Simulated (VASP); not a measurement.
Band structure of TiPd₃ (space group Pm-3m). Level of theory: PBEsol GGA, VASP's PBE PAW potentials (set 64) (plane waves; VASP).

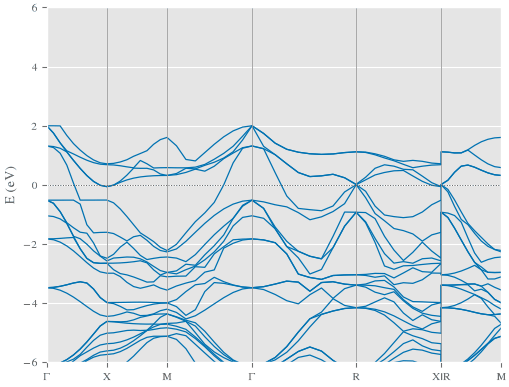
Figure: Bands along high-symmetry lines, zero at the valence-band maximum or, without a gap, the Fermi level

Task: Read the plot: is there a gap, and where are the band edges?

Result: It has no gap at this level: it comes out as a metal or semimetal.

The structure comes from a measured TiPd3 entry of the Crystallography Open Database, whose conditions weren't checked. The cell was not relaxed at this level.
